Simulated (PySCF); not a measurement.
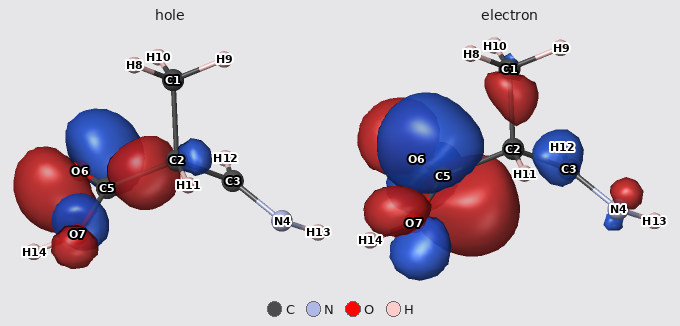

Figure 1: C4H7NO2, SMILES `CC(C=N)C(=O)O`. Leading natural transition orbital pair of S₂ (CIS singlet states); the surfaces enclose about 85 % of each orbital's density.

PySCF calculation, HF/6-31+G*, gas phase; geometry: GFN2-xTB. No frequency check shows the geometry to be a minimum.

Input script:

```python
import numpy as np
from pyscf import gto, scf, dft, tdscf
from pyscf.scf import atom_ks, atom_hf
from scipy.linalg import block_diag

def solve(mol, dm0=None, hcore=None):
    mf = scf.UHF(mol) if mol.spin else scf.RHF(mol)
    mf = mf.density_fit(auxbasis='def2-universal-jkfit')
    mf.conv_tol, mf.max_cycle = 1e-8, 80
    if hcore is not None:
        mf.get_hcore = lambda *args: hcore
    mf.kernel(dm0)
    if not mf.converged:
        mf = mf.newton().run(mf.mo_coeff, mf.mo_occ, max_cycle=30)
    assert mf.converged, 'SCF not converged'
    return mf

mol = gto.M(atom='''
C     -0.34363     1.85877    -0.27325
C     -0.30338     0.33477    -0.42482
C     -1.39214    -0.29423     0.39604
N     -2.24010    -1.03299    -0.15310
C      1.02225    -0.18630     0.09874
O      1.43619    -0.02472     1.21419
O      1.69251    -0.86287    -0.83531
H      0.41583     2.31863    -0.90071
H     -1.31913     2.23430    -0.57124
H     -0.15512     2.13430     0.76198
H     -0.41966     0.03381    -1.46740
H     -1.34881    -0.04292     1.46349
H     -2.95321    -1.42429     0.45807
H      2.53254    -1.20022    -0.48372
''', basis='6-31+g*', charge=0, spin=0, verbose=4)
mf = solve(mol)
td = mf.TDA()
td.nstates, td.singlet, td.conv_tol = 5, True, 1e-5
td.kernel()
td.analyze()
x, y = np.array([p[0] for p in td.xy]), np.array([p[1] + 0 * p[0] for p in td.xy])
f, mu = td.oscillator_strength(), td.transition_dipole()
nto = [td.get_nto(state=i + 1, verbose=4) for i in range(len(td.e))]
# spherically averaged free atoms, for the promolecule
atm = scf.atom_hf.get_atm_nrhf(mol)
pro = block_diag(*[(atm[a[0]][2] * atm[a[0]][3]) @ atm[a[0]][2].T for a in mol._atom])
np.savez('result.npz', e=td.e, f=f, ok=td.converged, w=[n[0] for n in nto], nto=[n[1] for n in nto], x=x, y=y, c=mf.mo_coeff, occ=mf.mo_occ, eps=mf.mo_energy, pro=pro, mu=mu)
```

Launched as:

```sh
OMP_NUM_THREADS=1 python input.py
```

The run took 3.3 min on 1 thread of AMD EPYC (Zen 3), on a shared host, peak memory 0.29 GiB.

**Give its energy and the atoms that hole and electron lie on.**

6.93 eV (179 nm), f = 0.007; the leading pair carries 98 %; hole on O6 (67 %), C5 (11 %) and O7 (8 %), electron on C5 (44 %), O6 (28 %) and O7 (11 %); their centroids lie 0.6 Å apart. The HOMO–LUMO gap is 13.37 eV.
